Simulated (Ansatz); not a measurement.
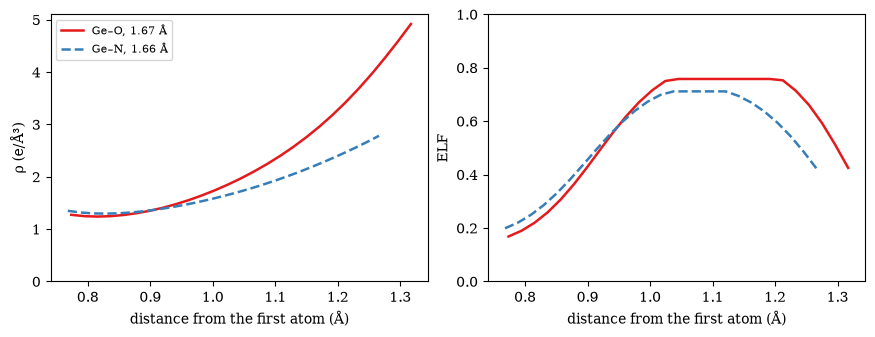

*GeNO (charge −1). Total electron density and electron localisation function along straight lines between neighbouring atoms. The curves leave out the atomic cores.*

Geometry: PBE0-D3(BJ)/def2-SVPD.

Level of theory: isolated molecule in a Gaussian basis; Kohn-Sham density functional theory, functional PBE0 (Ansatz).

```xyz
3

Ge    0.0000    0.0000   -0.0040
N     0.0000    0.0000   -1.6642
O     0.0000    0.0000    1.6683
```

**Compare the contacts.**

Ge–O (1.67 Å): ρ is about 1.2 e/Å³ halfway; the ELF peaks at about 0.75 in the valence shell of O, 0.6 Å from its nucleus, and is about 0.25 at the midpoint.
Ge–N (1.66 Å): ρ at the midpoint is about 1.3 e/Å³; the ELF peaks at about 0.70 in the valence shell of N, 0.6 Å from its nucleus, and is about 0.30 at the midpoint.
